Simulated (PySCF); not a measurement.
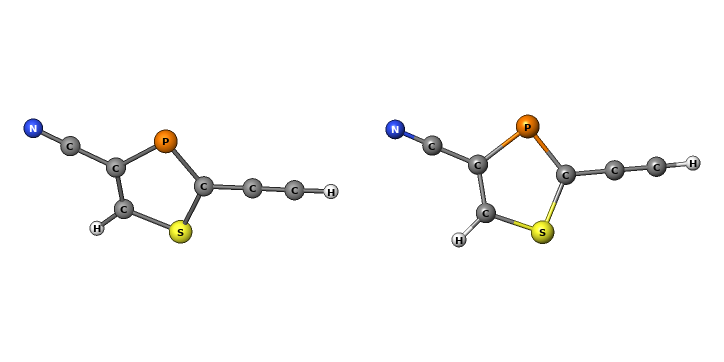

Both panels show the same species.

The computed structure is the end point of a GFN2-xTB optimisation. No frequency run is at hand to confirm it as a minimum.

> Which formula does it have?

C6H2NPS, 11 atoms: 6 carbon, 2 hydrogen, 1 nitrogen, 1 phosphorus and 1 sulfur.

> Write the SMILES.

C#Cc1pc(C#N)cs1

> Which point group does it belong to?

Cs.

> Count the bonded pairs by element.

4 C–C, 2 C–P, 2 C–S, 2 C–H, 1 C–N.

The parts below concern this one geometry. Atoms keep their numbers from picture to picture.

**Shape**

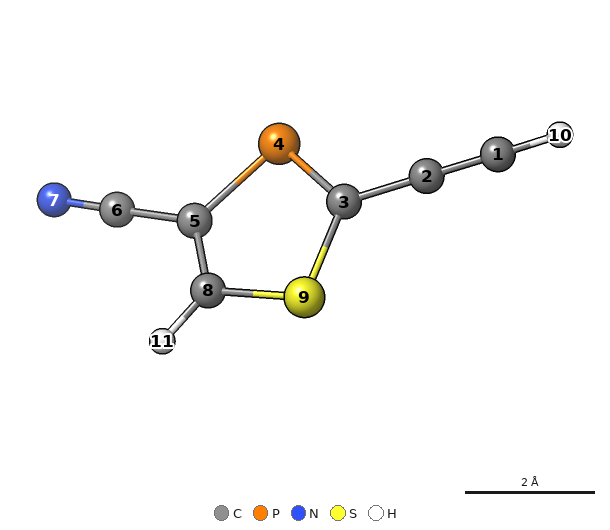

The atoms are numbered. No frequency run is at hand to confirm it as a minimum.

Estimate the angles C2–C1–H10, C1–C2–C3, C2–C3–P4, C2–C3–S9, P4–C3–S9, C3–P4–C5, P4–C5–C6, P4–C5–C8, C6–C5–C8, C5–C6–N7, C5–C8–S9, C5–C8–H11, S9–C8–H11, C3–S9–C8.

| angle | degrees |
| --- | --- |
| C2–C1–H10 | 179.2 |
| C1–C2–C3 | 179.6 |
| C2–C3–P4 | 123.7 |
| C2–C3–S9 | 118.0 |
| P4–C3–S9 | 118.3 |
| C3–P4–C5 | 92.1 |
| P4–C5–C6 | 121.0 |
| P4–C5–C8 | 117.6 |
| C6–C5–C8 | 121.4 |
| C5–C6–N7 | 179.3 |
| C5–C8–S9 | 117.4 |
| C5–C8–H11 | 124.8 |
| S9–C8–H11 | 117.8 |
| C3–S9–C8 | 94.6 |

**Dipole moment**

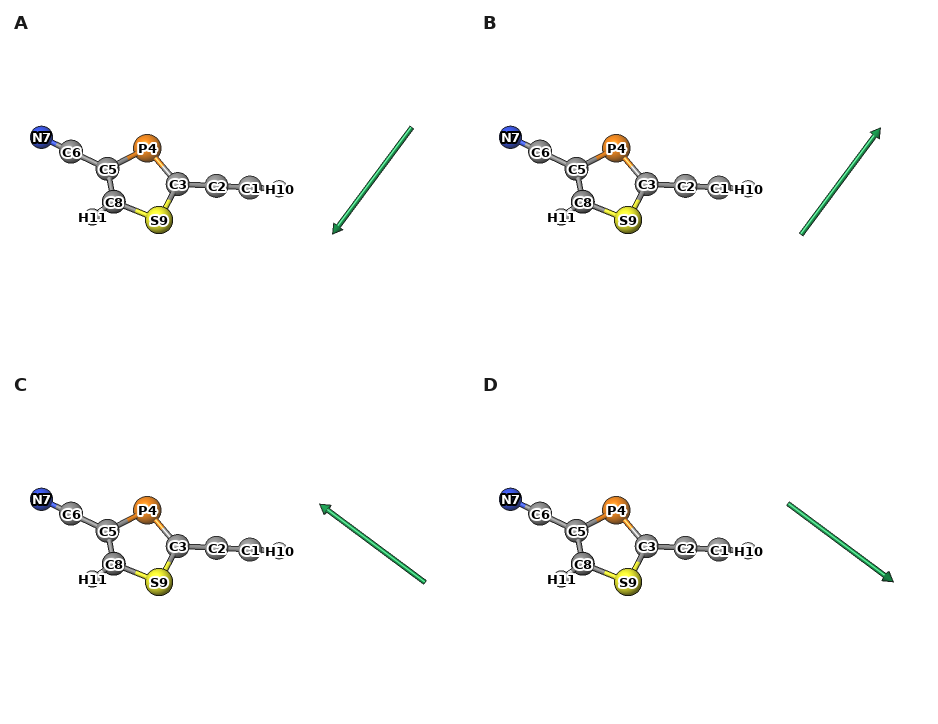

The same molecule four times, each with an arrow. No frequency run is at hand to confirm it as a minimum. Method: CAM-B3LYP/def2-SVPD, gas phase (PySCF 2.14.0).

> Which arrow points along the dipole moment, from the negative to the positive end?

D. The dipole moment is 4.60 D; it points from the side of N7 to the side of H10 (the outermost atoms at the two ends).

**Polarisability**

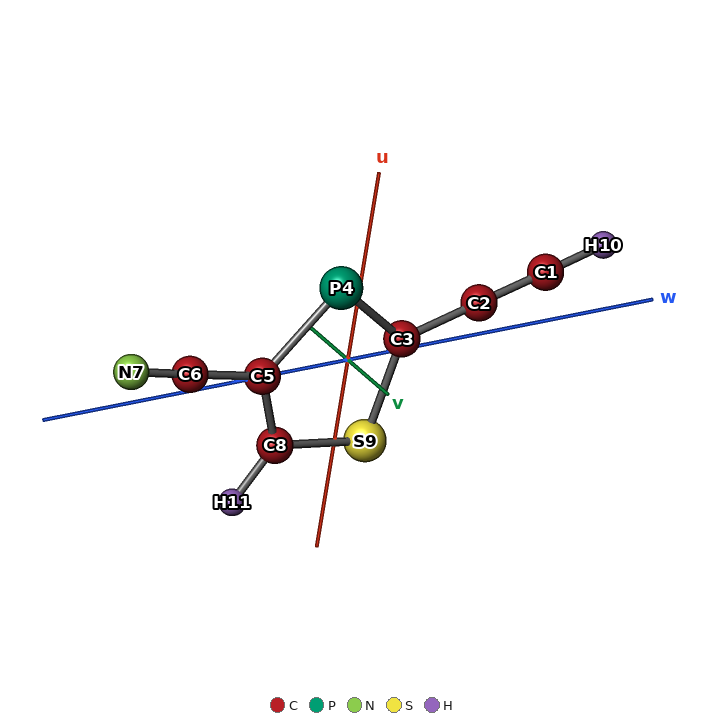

The lines u, v and w are the principal axes of the static dipole polarisability. No frequency run is at hand to confirm it as a minimum. Computed with CAM-B3LYP/def2-SVPD (PySCF 2.14.0).

> Along which axis is the molecule most polarisable, and along which least?

Most along w (in the molecular plane, nearly parallel to the C8–S9 bond), least along v (normal to the molecular plane).

> Give the three principal values.

u 110.0, v 65.0, w 184.2 bohr³; mean 119.7, anisotropy 104.3 bohr³.

**Excitation**

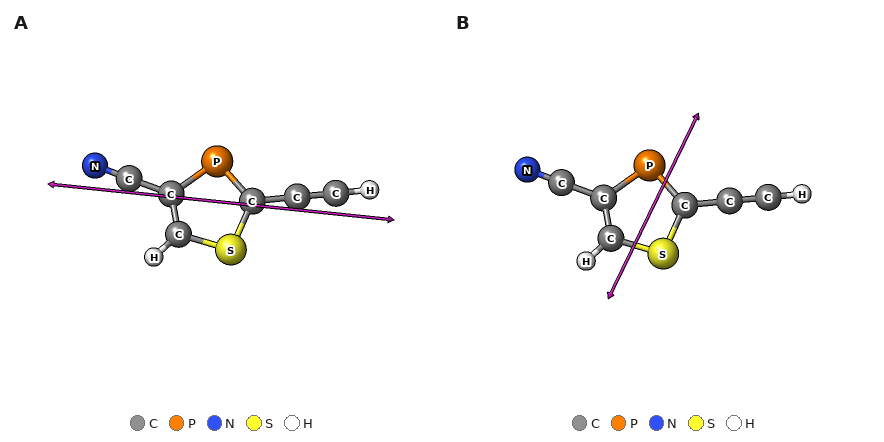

The double arrows show the directions of two transition dipoles from the ground state (lengths mean nothing). No frequency run is at hand to confirm it as a minimum. Level of theory: TDDFT CAM-B3LYP/def2-SVPD, vertical, gas phase, core orbitals frozen in the response (PySCF 2.14.0).

> One belongs to singlet state 1 and one to singlet state 6. Which is which?

A: state 1, 4.24 eV (293 nm), oscillator strength 0.19, mainly HOMO → LUMO (weight 0.92).
B: state 6, 5.44 eV (228 nm), oscillator strength 0.13, mainly HOMO → LUMO+1 (weight 0.57).

The geometry is semi-empirical. Around P such bond lengths and angles can be off by a tenth of an ångström or more and by several degrees, and values that hang on the shape move with them.
